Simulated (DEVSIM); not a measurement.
Device: Al/AlN/p-Si capacitor, at 300 K.

```
layer (left to right)  material  thickness (nm)  Na (cm⁻³)
---------------------  --------  --------------  ---------
1                           AlN            5.30          -
2                            Si             580     9.9e17
```

Metal gate on the left, work function 4.1 eV. Fixed charge at the semiconductor interface -8.7e10 cm⁻² (in units of +e); no interface traps.

Constants are typed, rounded textbook-type inputs, not results; the design itself was drawn at random and stands for no fabricated device. Values at 300 K.

| parameter | AlN | Si |
|---|---|---|
| gap (eV) | 6.1 | 1.124 |
| affinity (eV) | 1.9 | 4.05 |
| permittivity | 8.5 | 11.7 |
| Nc (cm⁻³) | - | 2.86e19 |
| Nv (cm⁻³) | - | 3.1e19 |

DEVSIM, 1D Poisson equation in equilibrium, Boltzmann statistics, complete ionisation; no quantum confinement or tunnelling. Metal contacts follow the ideal Schottky-Mott rule: no Fermi-level pinning, no interface dipoles.

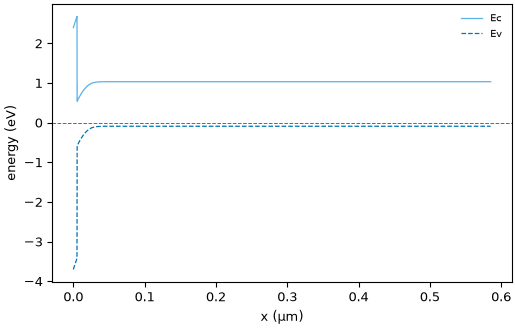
Figure. Band edges at -0.2 V on the gate

Energies count from the Fermi level of the right contact; mesh points crowd at the junctions.

```json
[
 {"x (μm)": "0.000", "Ec (eV)": "2.400", "Ev (eV)": "-3.700", "n (cm⁻³)": "< 1e2", "p (cm⁻³)": "< 1e2", "field (V/cm)": "540000"},
 {"x (μm)": "0.0008480", "Ec (eV)": "2.446", "Ev (eV)": "-3.654", "n (cm⁻³)": "< 1e2", "p (cm⁻³)": "< 1e2", "field (V/cm)": "540000"},
 {"x (μm)": "0.002035", "Ec (eV)": "2.510", "Ev (eV)": "-3.590", "n (cm⁻³)": "< 1e2", "p (cm⁻³)": "< 1e2", "field (V/cm)": "540000"},
 {"x (μm)": "0.003463", "Ec (eV)": "2.588", "Ev (eV)": "-3.512", "n (cm⁻³)": "< 1e2", "p (cm⁻³)": "< 1e2", "field (V/cm)": "540000"},
 {"x (μm)": "0.004894", "Ec (eV)": "2.665", "Ev (eV)": "-3.435", "n (cm⁻³)": "< 1e2", "p (cm⁻³)": "< 1e2", "field (V/cm)": "540000"},
 {"x (μm)": "0.005661", "Ec (eV)": "0.551", "Ev (eV)": "-0.573", "n (cm⁻³)": "1.6e10", "p (cm⁻³)": "7.3e9", "field (V/cm)": "370000"},
 {"x (μm)": "0.007034", "Ec (eV)": "0.601", "Ev (eV)": "-0.523", "n (cm⁻³)": "2.3e9", "p (cm⁻³)": "5.0e10", "field (V/cm)": "350000"},
 {"x (μm)": "0.01065", "Ec (eV)": "0.719", "Ev (eV)": "-0.405", "n (cm⁻³)": "2.4e7", "p (cm⁻³)": "4.8e12", "field (V/cm)": "300000"},
 {"x (μm)": "0.01610", "Ec (eV)": "0.859", "Ev (eV)": "-0.265", "n (cm⁻³)": "110000", "p (cm⁻³)": "1.1e15", "field (V/cm)": "210000"},
 {"x (μm)": "0.02611", "Ec (eV)": "0.999", "Ev (eV)": "-0.125", "n (cm⁻³)": "470", "p (cm⁻³)": "2.5e17", "field (V/cm)": "71000"},
 {"x (μm)": "0.04449", "Ec (eV)": "1.034", "Ev (eV)": "-0.090", "n (cm⁻³)": "120", "p (cm⁻³)": "9.7e17", "field (V/cm)": "1300"},
 {"x (μm)": "0.09488", "Ec (eV)": "1.035", "Ev (eV)": "-0.089", "n (cm⁻³)": "120", "p (cm⁻³)": "9.9e17", "field (V/cm)": "≈ 0"},
 {"x (μm)": "0.1708", "Ec (eV)": "1.035", "Ev (eV)": "-0.089", "n (cm⁻³)": "120", "p (cm⁻³)": "9.9e17", "field (V/cm)": "≈ 0"},
 {"x (μm)": "0.3050", "Ec (eV)": "1.035", "Ev (eV)": "-0.089", "n (cm⁻³)": "120", "p (cm⁻³)": "9.9e17", "field (V/cm)": "≈ 0"},
 {"x (μm)": "0.4613", "Ec (eV)": "1.035", "Ev (eV)": "-0.089", "n (cm⁻³)": "120", "p (cm⁻³)": "9.9e17", "field (V/cm)": "≈ 0"},
 {"x (μm)": "0.5183", "Ec (eV)": "1.035", "Ev (eV)": "-0.089", "n (cm⁻³)": "120", "p (cm⁻³)": "9.9e17", "field (V/cm)": "≈ 0"},
 {"x (μm)": "0.5506", "Ec (eV)": "1.035", "Ev (eV)": "-0.089", "n (cm⁻³)": "120", "p (cm⁻³)": "9.9e17", "field (V/cm)": "≈ 0"},
 {"x (μm)": "0.5669", "Ec (eV)": "1.035", "Ev (eV)": "-0.089", "n (cm⁻³)": "120", "p (cm⁻³)": "9.9e17", "field (V/cm)": "≈ 0"},
 {"x (μm)": "0.5778", "Ec (eV)": "1.035", "Ev (eV)": "-0.089", "n (cm⁻³)": "120", "p (cm⁻³)": "9.9e17", "field (V/cm)": "≈ 0"},
 {"x (μm)": "0.5817", "Ec (eV)": "1.035", "Ev (eV)": "-0.089", "n (cm⁻³)": "120", "p (cm⁻³)": "9.9e17", "field (V/cm)": "≈ 0"},
 {"x (μm)": "0.5839", "Ec (eV)": "1.035", "Ev (eV)": "-0.089", "n (cm⁻³)": "120", "p (cm⁻³)": "9.9e17", "field (V/cm)": "≈ 0"},
 {"x (μm)": "0.5853", "Ec (eV)": "1.035", "Ev (eV)": "-0.089", "n (cm⁻³)": "120", "p (cm⁻³)": "9.9e17", "field (V/cm)": "≈ 0"}
]
```
